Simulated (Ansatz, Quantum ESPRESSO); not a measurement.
# TaBi (Pm-3m): phonons by linear response

How does TaBi (Pm-3m) vibrate, and is this structure a minimum?

Main program and level: Quantum ESPRESSO 7.5; DFT LDA, scalar-relativistic, plane waves, PseudoDojo norm-conserving pseudopotentials.

The structure was built from a prototype and need not be the compound's stable phase.

### Step 1. Starting point

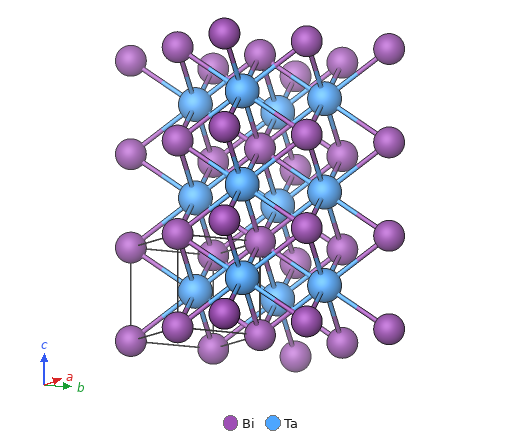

The cell as given, from a free direction (bismuth purple, tantalum blue). 2×2×3 cells are drawn. Some periodic images of atoms are drawn too.

### Step 2. A probe with smearing

A cheap run with smearing and empty bands tells whether the crystal has a gap, which decides between fixed occupations and smearing later on.

probe.in

```
&CONTROL
  calculation = 'scf'
  prefix      = 'x'
  outdir      = './tmp'
  pseudo_dir  = './pseudo'
  tprnfor     = .true.
  tstress     = .true.
  verbosity   = 'high'
/
&SYSTEM
  ibrav       = 0
  nat         = 2
  ntyp        = 2
  ecutwfc     = 70.0
  occupations = 'smearing'
  smearing    = 'gaussian'
  degauss     = 0.01
/
&ELECTRONS
  conv_thr         = 1.0d-07
  mixing_beta      = 0.7
  electron_maxstep = 100
/
ATOMIC_SPECIES
 Bi    208.9804  Bi.upf
 Ta    180.9479  Ta.upf
CELL_PARAMETERS angstrom
     3.597271600    0.000000000    0.000000000
     0.000000000    3.597271600    0.000000000
     0.000000000    0.000000000    3.597271600
ATOMIC_POSITIONS crystal
 Bi     0.000000000   0.000000000   0.000000000
 Ta     0.500000000   0.500000000   0.500000000
K_POINTS automatic
 6 6 6 0 0 0
```

Launch:

```console
OMP_NUM_THREADS=1 mpirun -n 4 pw.x -nk 4 -in probe.in > probe.out
```

Output:

```text
[banners, grids, parts of the stress and lines that vanish by symmetry left out]
Program PWSCF v.7.5
     Message from routine setup:
     using ibrav=0 with symmetry is DISCOURAGED, use correct ibrav instead
[...]
kinetic-energy cutoff     =      70.0000  Ry
     charge density cutoff     =     280.0000  Ry
     scf convergence threshold =      1.0E-07
[...]
Exchange-correlation= SLA  PW   NOGX NOGC
                           (   1   4   0   0   0   0   0)
[...]
48 Sym. Ops., with inversion, found
[...]
(     0          1          0      )
                  (     0          0          1      )
[...]
(  0.0000000  1.0000000  0.0000000 )
                  (  0.0000000  0.0000000  1.0000000 )
[...]
(     0         -1          0      )
                  (     0          0          1      )
[...]
(  0.0000000 -1.0000000  0.0000000 )
[...]
(     0          0          1      )
                  (     1          0          0      )
[...]
( -1.0000000  0.0000000  0.0000000 )
                  (  0.0000000  1.0000000  0.0000000 )
[...]
number of k points=    20  Gaussian smearing, width (Ry)=  0.0100
[...]
End of self-consistent calculation
[...]
the Fermi energy is    15.3673 ev
!    total energy              =    -294.07158511 Ry
[...]
convergence has been achieved in   7 iterations
[...]
atom    1 type  1   force =     0.00000000    0.00000000    0.00000000
     atom    2 type  2   force =     0.00000000    0.00000000    0.00000000
[...]
Total force =     0.000000     Total SCF correction =     0.000000
[...]
total   stress  (Ry/bohr**3)                   (kbar)     P=     -136.96
[...]
XML data file, charge density, pseudopotentials, collected wavefunctions

   JOB DONE.
```

Elapsed: 4.3 s, on 4 MPI ranks of Intel Xeon Platinum 8375C at 2.90GHz (Ice Lake), shared host.

Read from the output:

```
volume per atom   : 23.28 Å³
pressure          : -13.70 GPa
gap on the k-mesh : 0 eV
```

No gap opens on this mesh, so smearing is kept; the start stands at -14 GPa.

### Step 3. Relaxing the cell and atoms

The relaxation runs at a cutoff a fifth above that of the response, since stress converges more slowly with the basis than frequencies do. Forces and stress are brought to rest with tight thresholds.

relax.in

```
&CONTROL
  calculation   = 'vc-relax'
  prefix        = 'x'
  outdir        = './tmp'
  pseudo_dir    = './pseudo'
  tprnfor       = .true.
  tstress       = .true.
  forc_conv_thr = 2.0d-05
  etot_conv_thr = 1.0d-07
  nstep         = 40
/
&SYSTEM
  ibrav       = 0
  nat         = 2
  ntyp        = 2
  ecutwfc     = 84
  occupations = 'smearing'
  smearing    = 'mv'
  degauss     = 0.02
/
&ELECTRONS
  conv_thr         = 1.0d-11
  mixing_beta      = 0.7
  electron_maxstep = 100
/
&IONS
/
&CELL
  press_conv_thr = 0.2
/
ATOMIC_SPECIES
 Bi    208.9804  Bi.upf
 Ta    180.9479  Ta.upf
CELL_PARAMETERS angstrom
     3.597271600    0.000000000    0.000000000
     0.000000000    3.597271600    0.000000000
     0.000000000    0.000000000    3.597271600
ATOMIC_POSITIONS crystal
 Bi     0.000000000   0.000000000   0.000000000
 Ta     0.500000000   0.500000000   0.500000000
K_POINTS automatic
 10 10 10 0 0 0
```

Launch:

```console
OMP_NUM_THREADS=1 mpirun -n 4 pw.x -nk 4 -in relax.in > relax.out
```

Output:

```text
[banners, grids, parts of the stress and lines that vanish by symmetry left out]
[banner, memory and clock lines left out]
Program PWSCF v.7.5

[...]
kinetic-energy cutoff     =      84.0000  Ry
     charge density cutoff     =     336.0000  Ry
     scf convergence threshold =      1.0E-11
[...]
energy convergence thresh.=      1.0E-07
     force convergence thresh. =      2.0E-05
     press convergence thresh. =      2.0E-01
     Exchange-correlation= SLA  PW   NOGX NOGC
                           (   1   4   0   0   0   0   0)
[...]
48 Sym. Ops., with inversion, found
[...]
number of k points=    56  Marzari-Vanderbilt smearing, width (Ry)=  0.0200
[...]
End of self-consistent calculation
[...]
the Fermi energy is    15.3856 ev
!    total energy              =    -294.07228567 Ry
[...]
convergence has been achieved in  11 iterations
[...]
atom    1 type  1   force =     0.00000000    0.00000000    0.00000000
     atom    2 type  2   force =     0.00000000    0.00000000    0.00000000
     Total force =     0.000000     Total SCF correction =     0.000000
[...]
total   stress  (Ry/bohr**3)                   (kbar)     P=     -140.72
[...]
number of bfgs steps    =   0
[...]
CELL_PARAMETERS (angstrom)
[...]
ATOMIC_POSITIONS (crystal)
Bi               0.0000000000        0.0000000000        0.0000000000
Ta               0.5000000000        0.5000000000        0.5000000000
[...]
New effective cutoffs (rho, wfc):  352.40   88.16
[...]
End of self-consistent calculation
[...]
the Fermi energy is    16.8283 ev
!    total energy              =    -294.08878861 Ry
[...]
convergence has been achieved in   9 iterations
[...]
atom    1 type  1   force =     0.00000000    0.00000000    0.00000000
     atom    2 type  2   force =     0.00000000    0.00000000    0.00000000
     Total force =     0.000000     Total SCF correction =     0.000000
[...]
total   stress  (Ry/bohr**3)                   (kbar)     P=      -74.94
[...]
number of bfgs steps    =   1
[...]
CELL_PARAMETERS (angstrom)
[...]
ATOMIC_POSITIONS (crystal)
Bi               0.0000000000        0.0000000000        0.0000000000
Ta               0.5000000000        0.5000000000        0.5000000000
[...]
New effective cutoffs (rho, wfc):  370.88   92.79
[...]
End of self-consistent calculation
[...]
the Fermi energy is    18.4559 ev
!    total energy              =    -294.09291156 Ry
[...]
convergence has been achieved in  12 iterations
[...]
atom    1 type  1   force =     0.00000000    0.00000000    0.00000000
     atom    2 type  2   force =     0.00000000    0.00000000    0.00000000
     Total force =     0.000000     Total SCF correction =     0.000000
[...]
total   stress  (Ry/bohr**3)                   (kbar)     P=       26.10
[...]
number of bfgs steps    =   2
[...]
CELL_PARAMETERS (angstrom)
[...]
ATOMIC_POSITIONS (crystal)
[...]
New effective cutoffs (rho, wfc):  366.15   91.60
[...]
End of self-consistent calculation
[...]
the Fermi energy is    18.0369 ev
!    total energy              =    -294.09331870 Ry
[...]
convergence has been achieved in   9 iterations
[...]
atom    1 type  1   force =     0.00000000    0.00000000    0.00000000
     atom    2 type  2   force =     0.00000000    0.00000000    0.00000000
     Total force =     0.000000     Total SCF correction =     0.000000
[...]
total   stress  (Ry/bohr**3)                   (kbar)     P=       -2.80
[...]
number of bfgs steps    =   3
[...]
CELL_PARAMETERS (angstrom)
[...]
ATOMIC_POSITIONS (crystal)
[...]
New effective cutoffs (rho, wfc):  366.61   91.72
[...]
End of self-consistent calculation
[...]
the Fermi energy is    18.0775 ev
!    total energy              =    -294.09332381 Ry
[...]
convergence has been achieved in   8 iterations
[...]
atom    1 type  1   force =     0.00000000    0.00000000    0.00000000
     atom    2 type  2   force =     0.00000000    0.00000000    0.00000000
     Total force =     0.000000     Total SCF correction =     0.000000
[...]
total   stress  (Ry/bohr**3)                   (kbar)     P=       -0.09
[...]
number of bfgs steps    =   4
[...]
small trust_radius: resetting bfgs history
[...]
CELL_PARAMETERS (angstrom)
[...]
ATOMIC_POSITIONS (crystal)
[...]
New effective cutoffs (rho, wfc):  366.62   91.72
[...]
End of self-consistent calculation
[...]
the Fermi energy is    18.0785 ev
!    total energy              =    -294.09332381 Ry
[...]
convergence has been achieved in   6 iterations
[...]
atom    1 type  1   force =     0.00000000    0.00000000    0.00000000
     atom    2 type  2   force =     0.00000000    0.00000000    0.00000000
     Total force =     0.000000     Total SCF correction =     0.000000
[...]
total   stress  (Ry/bohr**3)                   (kbar)     P=       -0.02
[...]
bfgs converged in   6 scf cycles and   5 bfgs steps
[...]
End of BFGS Geometry Optimization
     Final enthalpy           =    -294.0933238148 Ry
     File ./tmp/x.bfgs deleted, as requested
[...]
CELL_PARAMETERS (angstrom)
[...]
ATOMIC_POSITIONS (crystal)
Bi               0.0000000000        0.0000000000        0.0000000000
Ta               0.5000000000        0.5000000000        0.5000000000
[...]
Final scf calculation at the relaxed structure.
[...]
kinetic-energy cutoff     =      84.0000  Ry
     charge density cutoff     =     336.0000  Ry
     scf convergence threshold =      1.0E-13
[...]
press convergence thresh. =      2.0E-01
     Exchange-correlation= SLA  PW   NOGX NOGC
                           (   1   4   0   0   0   0   0)
[...]
48 Sym. Ops., with inversion, found
[...]
number of k points=    56  Marzari-Vanderbilt smearing, width (Ry)=  0.0200
[...]
c_bands:  1 eigenvalues not converged
     c_bands:  1 eigenvalues not converged
[...]
End of self-consistent calculation
[...]
the Fermi energy is    18.0785 ev
!    total energy              =    -294.09331292 Ry
[...]
convergence has been achieved in  12 iterations
[...]
atom    1 type  1   force =     0.00000000    0.00000000    0.00000000
     atom    2 type  2   force =     0.00000000    0.00000000    0.00000000
     Total force =     0.000000     Total SCF correction =     0.000000
[...]
total   stress  (Ry/bohr**3)                   (kbar)     P=       -0.00
[...]
XML data file, charge density, pseudopotentials, collected wavefunctions
```

Run time: 76 s. Hardware: 4 MPI ranks; 5 min of CPU time.

The steps of the relaxation:

```csv
step,energy less that of the first step (eV),largest force (eV/Å),pressure (GPa),volume (Å³)
1,0.0000,0.0000,-14.07,46.55
2,-0.2245,0.0000,-7.49,43.29
3,-0.2806,0.0000,2.61,40.09
4,-0.2862,0.0000,-0.28,40.87
5,-0.2862,0.0000,-0.01,40.80
6,-0.2862,0.0000,0.00,40.80
7,-0.2861,0.0000,0.00,40.80
```

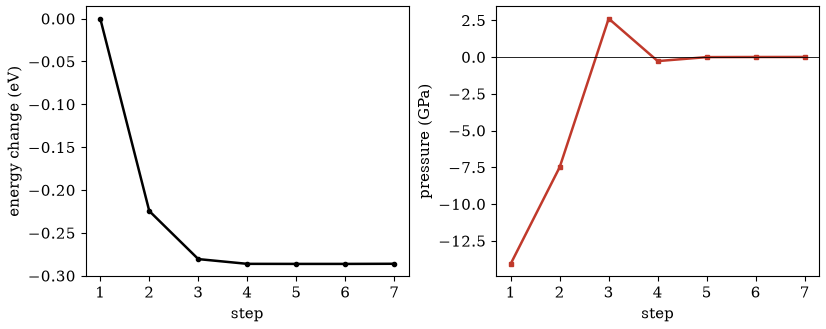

Energy and pressure along the relaxation.

```csv
"conventional cell, symmetrised",before,after,change
a (Å),3.597,3.442,-4.3 %
b (Å),3.597,3.442,-4.3 %
c (Å),3.597,3.442,-4.3 %
volume (Å³/atom),23.28,20.40,-12.4 %
```

Final coordinates:

```
Bi Ta
1.0
     3.44246    0.00000    0.00000
     0.00000    3.44246    0.00000
     0.00000    0.00000    3.44246
Bi Ta
1 1
Direct
  0.00000 0.00000 0.00000
  0.50000 0.50000 0.50000
```

The last row of the table of steps is pw.x's closing run on a basis chosen anew for the final cell, so its energy can jump.

Read from the output:

```yaml
volume_per_atom: 20.40 Å³
pressure: 0 GPa
```

The volume changes by -12.4 % from the cell with which this run began.

### Step 4. Ground state

Perturbation theory inherits every error of the wavefunctions, so the threshold is set near the limit of the arithmetic. Smearing stays on, as the first look found no gap above 0.3 eV.

scf.in

```
&CONTROL
  calculation = 'scf'
  prefix      = 'x'
  outdir      = './tmp'
  pseudo_dir  = './pseudo'
  tprnfor     = .true.
  tstress     = .true.
/
&SYSTEM
  ibrav       = 0
  nat         = 2
  ntyp        = 2
  ecutwfc     = 70.0
  occupations = 'smearing'
  smearing    = 'mv'
  degauss     = 0.02
/
&ELECTRONS
  conv_thr         = 1.0d-12
  mixing_beta      = 0.7
  electron_maxstep = 100
/
ATOMIC_SPECIES
 Bi    208.9804  Bi.upf
 Ta    180.9479  Ta.upf
CELL_PARAMETERS angstrom
     3.442464030    0.000000000    0.000000000
     0.000000000    3.442464030    0.000000000
     0.000000000    0.000000000    3.442464030
ATOMIC_POSITIONS crystal
 Bi     0.000000000   0.000000000   0.000000000
 Ta     0.500000000   0.500000000   0.500000000
K_POINTS automatic
 10 10 10 0 0 0
```

Launch:

```console
OMP_NUM_THREADS=1 mpirun -n 4 pw.x -nk 4 -in scf.in > scf.out
```

Output:

```text
[banners, grids, parts of the stress and lines that vanish by symmetry left out]
[banner, memory and clock lines left out]
Program PWSCF v.7.5

[...]
kinetic-energy cutoff     =      70.0000  Ry
     charge density cutoff     =     280.0000  Ry
     scf convergence threshold =      1.0E-12
[...]
Exchange-correlation= SLA  PW   NOGX NOGC
                           (   1   4   0   0   0   0   0)
[...]
48 Sym. Ops., with inversion, found
[...]
number of k points=    56  Marzari-Vanderbilt smearing, width (Ry)=  0.0200
[...]
c_bands:  1 eigenvalues not converged
[...]
c_bands:  1 eigenvalues not converged
[...]
End of self-consistent calculation
[...]
the Fermi energy is    18.0785 ev
!    total energy              =    -294.09329170 Ry
[...]
convergence has been achieved in  10 iterations
[...]
atom    1 type  1   force =     0.00000000    0.00000000    0.00000000
     atom    2 type  2   force =     0.00000000    0.00000000    0.00000000
     Total force =     0.000000     Total SCF correction =     0.000000
[...]
total   stress  (Ry/bohr**3)                   (kbar)     P=       -0.09
[...]
XML data file, charge density, pseudopotentials, collected wavefunctions
```

The job ended after 8.4 s (4 MPI ranks; 33 s of CPU time).

Numbers from this step:

```
pressure : -0.009 GPa
```

The cell stands at -0.009 GPa, close enough for phonons.

(Part 1 of 3 ends here.)

[Host names and launcher messages were left out of these logs when they were recorded.]

[Logs are printed without paths, hosts, clocks, repeated set-up lines and the standing remarks that a program may print on its own settings, such as how far it seeks lower states.]

[Hosts, paths, dates, database ids (printed as entryN), source tags and the programs' standing remarks are cut or masked in the printed files.]
